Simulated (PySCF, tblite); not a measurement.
**C7H14Si: geometry, infrared bands and NMR shifts**

Aim: predict the infrared bands and NMR shifts of C7H14Si (`C#CC[Si@H](C)C(C)C`).

Programs: tblite 0.8.0 and PySCF 2.14.0, with density-fitted response routines of our own. Each step states its level of theory. These are calculated values for one molecule in the gas phase, unless marked as measured. Atoms count from 0, in the outputs and in this text.

**1. The starting structure**

22 atoms, charge 0, multiplicity 1; geometry from: force field or distance geometry start.

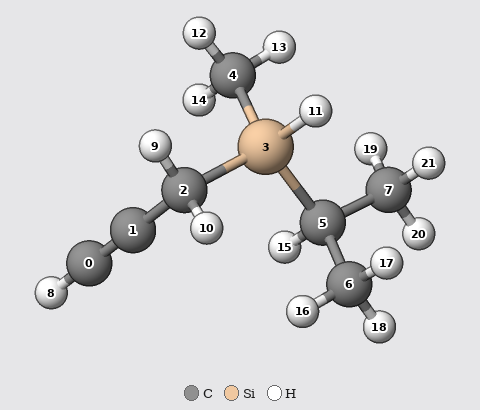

As it starts; carbon grey, silicon light orange, hydrogen white, atoms numbered.

**2. Relaxing the molecule with GFN2-xTB**

What the job is given:

```
{"job": {"kind": "relax", "xc": "GFN2-xTB", "basis": "xTB"}, "charge": 0, "multiplicity": 1}
C      3.156100    -1.464900    -0.112000
C      2.429700    -0.608500    -0.583000
C      1.578300     0.422500    -1.148900
Si     0.152400     0.962100    -0.035500
C      0.802200     1.718500     1.550100
C     -0.990700    -0.553700     0.382900
C     -1.520800    -1.248400    -0.874800
C     -2.149400    -0.170000     1.307600
H      3.786400    -2.218900     0.297800
H      2.167400     1.309100    -1.385000
H      1.148400     0.065800    -2.101200
H     -0.677500     1.959100    -0.740800
H      1.468700     2.556600     1.328200
H     -0.010100     2.102600     2.157600
H      1.357500     0.997000     2.137000
H     -0.354700    -1.266500     0.937800
H     -0.704700    -1.605000    -1.506100
H     -2.147500    -0.584600    -1.470000
H     -2.129400    -2.119000    -0.594000
H     -1.795900     0.255800     2.253200
H     -2.757800    -1.051800     1.554700
H     -2.819200     0.561500     0.831100
```

On the command line:

```bash
OMP_NUM_THREADS=1 python probes_run.py task.json out
```

One launch serves the whole session: the jobs run in the order shown.

**Question.** This job is followed by: GFN2-xTB harmonic vibrations, gas phase; GIAO PBE0/pcSseg-1 NMR shielding, non-relativistic, gas phase. Predict these results of the whole session: strongest single infrared mode (GFN2-xTB); zero-point energy (GFN2-xTB); 13C shifts against TMS (PBE0/pcSseg-1); 1H shifts against TMS (PBE0/pcSseg-1, means over atoms taken as alike); 29Si shifts against TMS (PBE0/pcSseg-1); surface potential, least and greatest.

The runs gave:

```
                                                              quantity                                               value
                             strongest single infrared mode (GFN2-xTB)                               2153 cm⁻¹, 363 km/mol
                                          zero-point energy (GFN2-xTB)                                      115.4 kcal/mol
                                13C shifts against TMS (PBE0/pcSseg-1)         86.1, 73.1, 20.4, 20.1, 15.8, 3.3, -7.0 ppm
1H shifts against TMS (PBE0/pcSseg-1, means over atoms taken as alike)  4.04, 1.83, 1.59, 1.28, 1.22, 1.11, 1.08, 0.24 ppm
                               29Si shifts against TMS (PBE0/pcSseg-1)                                            -7.4 ppm
                                 surface potential, least and greatest                                  -0.93 V and 1.04 V
```

The optimisation took 59 steps and gained 0.097 eV; among the close pairs (by a distance rule), C2–Si3 changed most, from 1.888 to 1.921 Å. No mode is imaginary among the 60: a minimum at this level. The strongest single mode, at 2153 cm⁻¹, moves mainly H11. Unscaled tight-binding wavenumbers are off by several per cent, some by more. Its intensities can rank the bands wrongly. At PBE0/pcSseg-1: Shielding is most anisotropic at C1 (span 293 ppm, paramagnetic term -163 ppm).
